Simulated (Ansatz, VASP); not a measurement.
## TiAu: VASP beside Ansatz

One calculation is typed for both programs; each brings its own data sets and cutoff. How far apart do they land? The cell is a member of a volume series, scaled by 0.94 from a relaxed one, so a pressure remains.

Main program and level: Ansatz 0.2.0; plane waves, with VASP 6.6.1 beside it; single point at PBEsol with D3(BJ) and electric field gradients at PBEsol with D3(BJ).

## 1. The structure

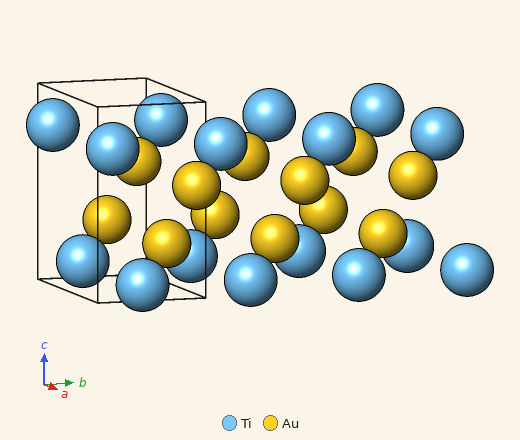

The starting structure, seen slightly off an axis (titanium blue, gold yellow). 2×3×1 cells are drawn. Some periodic images of atoms are drawn too.

As a file:

```cif
data_structure
_symmetry_space_group_name_H-M 'P 1'
_symmetry_Int_Tables_number 1
_cell_length_a 4.4608
_cell_length_b 2.7516
_cell_length_c 4.7642
_cell_angle_alpha 90.000
_cell_angle_beta 90.000
_cell_angle_gamma 90.000
_cell_volume 58.48
loop_
_atom_site_label
_atom_site_type_symbol
_atom_site_fract_x
_atom_site_fract_y
_atom_site_fract_z
_atom_site_occupancy
Ti1 Ti 0.25000 0.00000 0.81668 1
Ti2 Ti 0.75000 0.00000 0.18332 1
Au3 Au 0.25000 0.50000 0.32115 1
Au4 Au 0.75000 0.50000 0.67885 1
```

## 2. VASP: single point, PBEsol with D3(BJ)

With cell and atoms fixed, the geometry can't cause a difference; cores, projectors, grids and the points listed under the comparison can.

Lines of VASP's logs that name or quote its potential files are left out, and so is its time.

File INCAR:

```
SYSTEM = TiAu
PREC = Accurate
ENCUT = 400
EDIFF = 1E-06
NELM = 100
ISMEAR = 1
SIGMA = 0.2
LREAL = .FALSE.
ALGO = Normal
GGA = PS
IVDW = 12
NBANDS = 29
LORBIT = 11
LWAVE = .FALSE.
LCHARG = .FALSE.
KPAR = 4
ISIF = 2
```

File POSCAR:

```
TiAu
1.0
    4.4607918209      0.0000000000      0.0000000000
    0.0000000000      2.7516170737      0.0000000000
    0.0000000000      0.0000000000      4.7642171388
Ti Au
2 2
Direct
    0.2500000000      0.0000000000      0.8166752463
    0.7500000000      0.0000000000      0.1833247537
    0.2500000000      0.5000000000      0.3211522654
    0.7500000000      0.5000000000      0.6788477346
```

File KPOINTS:

```
Automatic mesh
0
Gamma
6 9 6
0 0 0
```

Potentials, in the order of the species: Ti_sv and Au (PBE family, release 64).

On the command line:

```sh
$ mpirun -np 4 vasp_std
```

Numbers of over 12 decimals in the logs are rounded to 6 here.

What it wrote:

```text
[banner, memory and clock lines left out]
running    4 mpi-ranks, on    1 nodes
 distrk:  each k-point on    1 cores,    4 groups
 distr:  one band on    1 cores,    1 groups

 POSCAR found type information on POSCAR TiAu
 POSCAR found :  2 types and       4 ions
|                                                                             |
|               ----> ADVICE to this user running VASP <----                  |
|                                                                             |
|     You enforced a specific xc type in the INCAR file but a different       |
|     [... a line on the potential file left out ...]
|     I HOPE YOU KNOW WHAT YOU ARE DOING!                                     |
|                                                                             |

 LDA part: xc-table for (Slater+PW92), standard interpolation
 POSCAR, INCAR and KPOINTS ok, starting setup
 FFT: planning ... GRIDC
 FFT: planning ... GRID_SOFT
 FFT: planning ... GRID
 WAVECAR not read
 entering main loop
       N       E                     dE             d eps       ncg     rms          rms(c)
DAV:   1     0.471274362002E+03    0.47127E+03   -0.20008E+04  4648   0.160E+03
DAV:   2     0.213296163327E+02   -0.44994E+03   -0.43286E+03  4840   0.469E+02
DAV:   3    -0.264777277043E+02   -0.47807E+02   -0.46317E+02  7835   0.135E+02
DAV:   4    -0.293545304392E+02   -0.28768E+01   -0.28332E+01  5989   0.301E+01
DAV:   5    -0.294941204335E+02   -0.13959E+00   -0.13952E+00  6466   0.565E+00    0.208E+01
DAV:   6    -0.261283375735E+02    0.33658E+01   -0.10598E+01  4763   0.258E+01    0.961E+00
DAV:   7    -0.259973481370E+02    0.13099E+00   -0.32429E+00  7047   0.130E+01    0.358E+00
DAV:   8    -0.258515847094E+02    0.14576E+00   -0.95372E-01  6111   0.739E+00    0.329E+00
DAV:   9    -0.258427391664E+02    0.88455E-02   -0.80949E-02  5329   0.279E+00    0.723E-01
DAV:  10    -0.258376631829E+02    0.50760E-02   -0.17808E-02  5911   0.132E+00    0.750E-02
DAV:  11    -0.258378355594E+02   -0.17238E-03   -0.15084E-03  7219   0.232E-01    0.664E-02
DAV:  12    -0.258378293036E+02    0.62558E-05   -0.92198E-05  5717   0.765E-02    0.385E-02
DAV:  13    -0.258378420251E+02   -0.12721E-04   -0.19220E-05  5487   0.394E-02    0.227E-02
DAV:  14    -0.258378380188E+02    0.40063E-05   -0.27359E-05  6289   0.399E-02    0.317E-03
DAV:  15    -0.258378382151E+02   -0.19632E-06   -0.51301E-07  3141   0.618E-03
   1 F= -.28725847E+02 E0= -.28724239E+02  d E =-.482260E-02
```

From OUTCAR (step 2):

```text
ion  position               nearest neighbor table
   1  0.250  0.000  0.817-   4 2.70   4 2.70   4 2.70   4 2.70   3 2.73   3 2.73   3 2.77   3 2.77
                             2 2.83   2 2.83
   2  0.750  0.000  0.183-   3 2.70   3 2.70   3 2.70   3 2.70   4 2.73   4 2.73   4 2.77   4 2.77
                             1 2.83   1 2.83
   3  0.250  0.500  0.321-   2 2.70   2 2.70   2 2.70   2 2.70   1 2.73   1 2.73   1 2.77   1 2.77
                             4 2.81   4 2.81
   4  0.750  0.500  0.679-   1 2.70   1 2.70   1 2.70   1 2.70   2 2.73   2 2.73   2 2.77   2 2.77
                             3 2.81   3 2.81

  LATTYP: Found a simple orthorhombic cell.
 ALAT       =     2.7516170737
 B/A-ratio  =     1.6211528354
 C/A-ratio  =     1.7314244719

 Subroutine GETGRP returns: Found  8 space group operations
 (whereof  4 operations were pure point group operations)

The static configuration has the point symmetry C_2h.
 The point group associated with its full space group is D_2h.

 Found     80 irreducible k-points:

   k-points           NKPTS =     80   k-points in BZ     NKDIM =     80   number of bands    NBANDS=     29

   dimension x,y,z NGX =    30 NGY =   18 NGZ =   32
   dimension x,y,z NGXF=    60 NGYF=   36 NGZF=   64

   ENCUT  =  400.0 eV  29.40 Ry    5.42 a.u.   7.27  4.49  7.77*2*pi/ulx,y,z

   NELECT =      46.0000    total number of electrons

 k-points in reciprocal lattice and weights: Automatic mesh
   0.00000000  0.00000000  0.00000000       0.003
   0.16666667  0.00000000  0.00000000       0.006
   0.33333333  0.00000000  0.00000000       0.006
   0.50000000  0.00000000  0.00000000       0.003
   0.00000000  0.11111111  0.00000000       0.006
   0.16666667  0.11111111  0.00000000       0.012
   0.33333333  0.11111111  0.00000000       0.012
   0.50000000  0.11111111  0.00000000       0.006
   0.00000000  0.22222222  0.00000000       0.006
[...]
0.33333333  0.44444444  0.50000000       0.012
   0.50000000  0.44444444  0.50000000       0.006

 average (electrostatic) potential at core
       1 -69.1494       2 -69.1494       3 -63.2723       4 -63.2723

 E-fermi :  11.4417

 k-point     1 :       0.0000    0.0000    0.0000
  band No.  band energies     occupation
    ...
     20       8.0563      2.00000
     21       9.8365      2.00000
     22      10.7900      2.00004
     23      11.0097      2.00923
     24      11.2802      1.98387
     25      11.5284      0.33681
     26      13.3283     -0.00000
     27      13.9424     -0.00000
     28      14.0079     -0.00000
     29      14.2975     -0.00000

 k-point     2 :       0.1667    0.0000    0.0000
  band No.  band energies     occupation
    ...
     20       7.9366      2.00000
     21      10.1341      2.00000
     22      10.3710      2.00000
     23      10.9434      2.00241
     24      11.3388      1.75595
     25      11.6779     -0.07030
     26      13.2556     -0.00000
     27      13.8040     -0.00000
     28      14.0402     -0.00000
     29      14.2114     -0.00000

 k-point     3 :       0.3333    0.0000    0.0000
  band No.  band energies     occupation
    ...
     20       7.4440      2.00000
     21      10.0337      2.00000
     22      10.7864      2.00004
     23      11.1968      2.07092
     24      11.3493      1.69687
     25      11.9236     -0.00343
     26      12.5726     -0.00000
     27      13.6056     -0.00000
     28      13.7839     -0.00000
     29      14.0909     -0.00000

 Edisp (eV)   -2.88801

  Total       4.93085     4.47245     4.93187     0.00000     0.00000     0.00000
  in kB     135.09553   122.53618   135.12349     0.00000     0.00000     0.00000
  external pressure =      130.92 kB  Pullay stress =        0.00 kB

  energy-cutoff  :      400.00
  volume of cell :       58.48
      direct lattice vectors                 reciprocal lattice vectors
     4.460791821  0.000000000  0.000000000     0.224175447  0.000000000  0.000000000
     0.000000000  2.751617074  0.000000000     0.000000000  0.363422661  0.000000000
     0.000000000  0.000000000  4.764217139     0.000000000  0.000000000  0.209898074

 POSITION                                       TOTAL-FORCE (eV/Angst)
 -----------------------------------------------------------------------------------
      1.11520      0.00000      3.89082         0.000000     -0.000000      0.178777
      3.34559      0.00000      0.87340        -0.000000     -0.000000     -0.178777
      1.11520      1.37581      1.53004         0.000000      0.000000     -0.020318
      3.34559      1.37581      3.23418        -0.000000     -0.000000      0.020318
 -----------------------------------------------------------------------------------
    total drift:                                0.000000     -0.000000      0.000000

  FREE ENERGIE OF THE ION-ELECTRON SYSTEM (eV)
  ---------------------------------------------------
  free  energy   TOTEN  =       -28.7258469065 eV

  energy  without entropy=      -28.7210243021  energy(sigma->0) =      -28.72423937

 total charge
# of ion       s       p       d       tot
------------------------------------------
    1        2.213   6.158   1.994  10.365
    2        2.213   6.158   1.994  10.365
    3        0.756   0.651   8.583   9.989
    4        0.756   0.651   8.583   9.989
--------------------------------------------------
tot          5.937  13.617  21.155  40.708

[... 3 further parts left out ...]
```

The run ends at a pressure of 13.09 GPa, with forces up to 0.18 eV/Å.

## 3. Ansatz: single point, PBEsol with D3(BJ)

Ansatz runs on its default PAW (the set named soft_2) files.

The same cell, functional, mesh and smearing now go to Ansatz, which takes its cutoff from its data sets.

File input.yaml:

```yaml
crystal:
  lattice:
    - [4.4607918209, 0.0, 0.0]
    - [0.0, 2.7516170737, 0.0]
    - [0.0, 0.0, 4.7642171388]
  atoms:
    - { symbol: Ti, position: [0.25, 0.0, 0.8166752463] }
    - { symbol: Ti, position: [0.75, 0.0, 0.1833247537] }
    - { symbol: Au, position: [0.25, 0.5, 0.3211522654] }
    - { symbol: Au, position: [0.75, 0.5, 0.6788477346] }
hamiltonian:
  xc: pbesol
  pseudopotentials: { kind: paw }
  dispersion: d3bj
kpoints:
  mp_grid: { grid: [6, 9, 6] }
scf:
  occupations: { method: methfessel_paxton, width: 0.2 }
  n_extra_bands: 5
output:
  forces: true
  stress: true
  eigenvalues: true
```

On the command line:

```sh
$ ansatz run input.yaml --threads 2 --pin off --max-ram 4608MiB --backend cpu --events-out ev --progress --plain --runs-dir out
```

What it wrote:

```text
scf.n_extra_bands = 5 over 31 filled bands (N_el = 62.0): the run solves 36 bands
Engine: ansatz 0.2.0, aarch64-unknown-linux-gnu
Pseudopotentials: kind: paw
Pseudopotential: Ti, paw, valence charge 12, recommended cutoff 420 eV (normal), Ti.paw.azcp
Pseudopotential: Au, paw, valence charge 19, recommended cutoff 420 eV (normal), Au.paw.azcp
Functional definition: PBEsol
  exchange = pbesol_x
  correlation = pbesol_c
Crystal: 4 atoms, lattice volume = 58.478 Å³
Basis set: ecut = 420 eV, 1149 PW (Γ), exchange–correlation on 60×40×64 points (8 copies of the dense FFT grid, shifted against one another)
Bands: 36, of which v1, the nominal top of the filled ones, is band 31 counted from 1 (30 counted from 0)
Symmetry: 8 space group operations
Space group: Pmma (ITA 51), of the structure as read, at distance tolerance 3.9e-5 Å
k-points: 80 of 324
Non-local potential: Ti, projectors of the file, l = 0: 3, l = 1: 2, l = 2: 3, l = 3: 1
Non-local potential: Au, projectors of the file, l = 0: 3, l = 1: 2, l = 2: 2, l = 3: 1
PAW form: soft (Blöchl's): semilocal exchange-correlation on the pseudo side does not see the compensation charge
PAW frozen core: Ti, regenerated for the run's functional, and the local potential with it (the file was generated under x = pbe(κ = 0.804, μ = 0.219515), c = pbe(β = 0.066725))
PAW frozen core: Au, regenerated for the run's functional, and the local potential with it (the file was generated under x = pbe(κ = 0.804, μ = 0.219515), c = pbe(β = 0.066725))
PAW one-centre angular grid: Ti, 590 points (default); XC on 64 Gauss nodes
PAW one-centre angular grid: Au, 590 points (default); XC on 64 Gauss nodes
Initial density: superposition of atomic densities (neutral atoms: chi_scale 0, normalization atom), corrected by the library's trained network
Initial wavefunctions: pseudopotential atomic-orbital guess
Functional: x = pbesol(κ = 0.804, μ = 0.123457), c = pbesol(β = 0.046)
SCF iter   1: F=—  HF=-30966.216384 eV  |F-HF|=—  |Δ(HF+E_count)|=         —  Δρ=9.67e-3  dr2=4.04e-2  ethr=1.77e-3  ⟨swp⟩=3.9  Hψ=8525  notcnv=0
preconditioner: auto → Kerker (q_TF=auto, 2.755 Å⁻¹)  [metal: Δε(μ)=0.006 eV  Ē_g=6.059 eV  σ=0.200 eV  W_gap=0.02  n_scr=20 (ndim 8)  ℏωp=26.6 eV  f_vac=0.000  D(μ)=4.73/eV (n_scr^D=54)]
SCF iter   2: F=—  HF=-30966.208177 eV  |F-HF|=—  |Δ(HF+E_count)|=   8.21e-3  S|Δr|=    0.00e0  Δρ=4.66e-3  dr2=9.97e-3  ethr=6.52e-5  ⟨swp⟩=2.5  Hψ=4850  notcnv=0
SCF iter   3: F=—  HF=-30966.205588 eV  |F-HF|=—  |Δ(HF+E_count)|=   2.59e-3  S|Δr|=    0.00e0  Δρ=9.94e-4  dr2=8.88e-4  ethr=1.61e-5  ⟨swp⟩=2.0  Hψ=4059  notcnv=0
SCF iter   4: F=—  HF=-30966.205407 eV  |F-HF|=—  |Δ(HF+E_count)|=   1.81e-4  S|Δr|=    0.00e0  Δρ=2.03e-4  dr2=5.50e-5  ethr=1.43e-6  ⟨swp⟩=2.0  Hψ=4088  notcnv=0
SCF iter   5: F=—  HF=-30966.205395 eV  |F-HF|=—  |Δ(HF+E_count)|=   1.19e-5  S|Δr|=    0.00e0  Δρ=5.75e-5  dr2=1.83e-6  ethr=8.87e-8  ⟨swp⟩=2.0  Hψ=4030  notcnv=0
SCF iter   6: F=—  HF=-30966.205395 eV  |F-HF|=—  |Δ(HF+E_count)|=   2.69e-7  S|Δr|=    0.00e0  Δρ=1.63e-5  dr2=1.83e-7  ethr=2.95e-9  ⟨swp⟩=2.3  Hψ=4933  notcnv=0
SCF iter   7: F=-30966.205394 eV  HF=-30966.205394 eV  |F-HF|=4.61e-9  |Δ(HF+E_count)|=   3.57e-8  S|Δr|=    0.00e0  Δρ=4.36e-6  dr2=1.04e-8  ethr=1.61e-10  ⟨swp⟩=5.1  Hψ=10808  notcnv=0
SCF 1 converged in 7 iterations: F = -30966.205394 eV  dr2 = 1.04e-8
  greatest PAW one-centre occupation: 1.001 electrons in one spin orbital (limit 2), on the Au atom at site 3 (counted from 0), in its partial waves of l = 0
SCF converged after 7 iterations
Stability not checked: this state was not tested for a lower state beside it, because cold or Methfessel-Paxton smearing, or corrected tetrahedra, fill the levels in a way that the test cannot read (fill_not_monotonic; see scf.lower_state_search)
Free energy (F): -30966.205394 eV
Harris-Foulkes:  -30966.205394 eV  (|F-HF|=4.61e-9)
Internal energy: -30966.200513 eV  (E = F + TS)
E sigma→0 (E₀):  -30966.204174 eV
Entropy (-TS):   -0.004881 eV (-1.220 meV/atom)
Fermi energy:    20.898885 eV
--- Per-component energies (eV) ---
  E_band       = -595.993684
  E_kinetic    = 1767.208015
  E_local      = -4727.280976  (includes V_loc(G=0)·N_el)
  E_nonlocal   = 166.041683
  E_hartree    = 2032.936893
  E_xc         = -655.446369
  E_vxc        = -804.108640  (∫ρ·V_xc dr)
  E_paw        = -21173.125565  (= ΣΔE_a)
  E_vpaw       = -1063.725373  (= ΣTr[D̂ρ^β])
  E_aug_tail   = 0.002878  (compensation charges beyond the density's cutoff)
  E_ewald      = -8374.545940
  E_disp       = -2.888859  (pairwise vdW)
  E_core_change = 0.897727  (= ΣΔE_core)
  E_smearing   = -0.004881  (= −TS)
  E_closure    = -0.000000  (closes the sum)
  Σ components = -30966.205394   (vs F -30966.205394, Δ=0.00e0)
--- Forces (eV/Å), atoms counted from 1 ---
  atom   1  Ti     0.00000000     0.00000000     0.18036311
  atom   2  Ti     0.00000000     0.00000000    -0.18036311
  atom   3  Au     0.00000000     0.00000000    -0.02241796
  atom   4  Au     0.00000000     0.00000000     0.02241796
  max |Σ_I F_I| component: 0.00e0 eV/Å
--- Stress (GPa, compression-positive) ---
       14.168914       0.000000       0.000000
        0.000000      12.809488       0.000000
        0.000000       0.000000      14.174433
  P = ⅓ Tr σ = 13.7176 GPa (137.176 kbar)
--- Band table (eV; the first three rows and the last of 80) ---
  k-point 0: bands = [... 27 lower, 17.5115, 19.2844, 20.2361, 20.4635, 20.7353, 20.9870, 22.7928, 23.4088, ... 1 higher]
  k-point 1: bands = [... 27 lower, 17.0919, 19.2590, 20.1433, 20.3869, 20.6534, 20.8965, 23.2540, 23.3147, ... 1 higher]
  k-point 2: bands = [... 27 lower, 16.6799, 19.1962, 20.0484, 20.2554, 20.4867, 20.7434, 22.1745, 22.9877, ... 1 higher]
  k-point 79: bands = [... 27 lower, 19.2273, 20.5826, 20.5826, 21.5009, 21.5009, 21.8855, 21.8855, 23.3324, ... 1 higher]
```

Run time: 3.2 s. Hardware: 2 threads of Arm Neoverse V2, shared host; peak memory 0.42 GiB; 6.2 s of CPU time.

Reading the cycles: dr2 is the Hartree energy of the density residual (eV), the measure of convergence; HF is the Harris–Foulkes estimate of the energy, which meets the free energy F at convergence.

The run ends at a pressure of 13.72 GPa, with forces up to 0.18 eV/Å.

## 4. Side by side

Known differences besides the PAW data sets themselves: the data sets hold 62 valence electrons in Ansatz (default PAW (the set named soft_2) files) and 46 in VASP; the cutoff is 420 eV in Ansatz and 400 eV in VASP; Ansatz makes its cores anew for this functional, VASP keeps those of its PBE data sets; VASP leaves aspherical gradient terms in its spheres out (LASPH is not set), Ansatz keeps them. Total energies have different zeros and are not compared.

The two programs side by side:

```csv
quantity,Ansatz,VASP,difference
pressure (GPa),13.72,13.09,+0.63
```

Forces (eV/Å; atoms numbered as in POSCAR):

```csv
atom,"Ansatz x, y, z","VASP x, y, z"
Ti1,"0.000, 0.000, 0.180","0.000, 0.000, 0.179"
Ti2,"0.000, 0.000, -0.180","0.000, 0.000, -0.179"
Au3,"0.000, 0.000, -0.022","0.000, 0.000, -0.020"
Au4,"0.000, 0.000, 0.022","0.000, 0.000, 0.020"
```

The forces differ by 1.1 meV/Å r.m.s., which is 1.5 % of the r.m.s. force of 0.07 eV/Å (both taken over all components).

## 5. VASP: single point, PBEsol with D3(BJ)

With cell and atoms fixed, the geometry can't cause a difference; cores, projectors, grids and the points listed under the comparison can. The cell compared in this pair holds 65.94 Å³, against 58.48 Å³ for the pair before.

INCAR is that of step 2.

File POSCAR:

```
TiAu
1.0
    4.6430635329      0.0000000000      0.0000000000
    0.0000000000      2.8640504656      0.0000000000
    0.0000000000      0.0000000000      4.9588870649
Ti Au
2 2
Direct
    0.2500000000      0.0000000000      0.8166752463
    0.7500000000      0.0000000000      0.1833247537
    0.2500000000      0.5000000000      0.3211522654
    0.7500000000      0.5000000000      0.6788477346
```

KPOINTS is that of step 2.

On the command line:

```sh
$ mpirun -np 4 vasp_std
```

What it wrote:

```text
[banner, memory and clock lines left out]
running    4 mpi-ranks, on    1 nodes
[...]
[... a notice as in an earlier step ...]

 LDA part: xc-table for (Slater+PW92), standard interpolation
 POSCAR, INCAR and KPOINTS ok, starting setup
[...]
entering main loop
       N       E                     dE             d eps       ncg     rms          rms(c)
DAV:   1     0.464792150245E+03    0.46479E+03   -0.20017E+04  4648   0.156E+03
DAV:   2     0.202182323514E+02   -0.44457E+03   -0.42784E+03  4875   0.461E+02
DAV:   3    -0.269814951912E+02   -0.47200E+02   -0.45779E+02  7796   0.132E+02
DAV:   4    -0.299974725817E+02   -0.30160E+01   -0.29809E+01  6089   0.303E+01
[...]
DAV:  13    -0.262137729915E+02    0.26000E-05   -0.32637E-06  4787   0.139E-02    0.151E-02
DAV:  14    -0.262137720158E+02    0.97571E-06   -0.10546E-05  5852   0.255E-02    0.870E-04
DAV:  15    -0.262137720479E+02   -0.32142E-07   -0.34600E-07  3115   0.442E-03
   1 F= -.28771244E+02 E0= -.28770107E+02  d E =-.341101E-02
```

OUTCAR, selected parts (step 5):

```text
 Edisp (eV)   -2.55747

  Total      -3.96789    -3.80758    -3.97595     0.00000     0.00000     0.00000
  in kB     -96.40534   -92.51027   -96.60108     0.00000     0.00000     0.00000
  external pressure =      -95.17 kB  Pullay stress =        0.00 kB

 POSITION                                       TOTAL-FORCE (eV/Angst)
 -----------------------------------------------------------------------------------
      1.16077      0.00000      4.04980        -0.000000     -0.000000     -0.137734
      3.48230      0.00000      0.90909         0.000000     -0.000000      0.137734
      1.16077      1.43203      1.59256        -0.000000      0.000000     -0.004768
      3.48230      1.43203      3.36633         0.000000     -0.000000      0.004768
 -----------------------------------------------------------------------------------
    total drift:                                0.000000     -0.000000      0.000000

  FREE ENERGIE OF THE ION-ELECTRON SYSTEM (eV)
  ---------------------------------------------------
  free  energy   TOTEN  =       -28.7712439592 eV

  energy  without entropy=      -28.7678329445  energy(sigma->0) =      -28.77010695

[... 1 part as in an earlier step ...]

[... 2 further parts left out ...]
[key lines of the parts left out:]
E-fermi :   9.6562
```

The run ends at a pressure of -9.52 GPa, with forces up to 0.14 eV/Å.

(Part 1 of 2 ends here.)

[Lines on the potential files, build, host, timing and source positions are cut from VASP's logs without a mark.]

[Logs are printed without paths, hosts, clocks, repeated set-up lines and the standing remarks that a program may print on its own settings, such as how far it seeks lower states.]

[Hosts, paths, dates, database ids (printed as entryN), source tags and the programs' standing remarks are cut or masked in the printed files.]
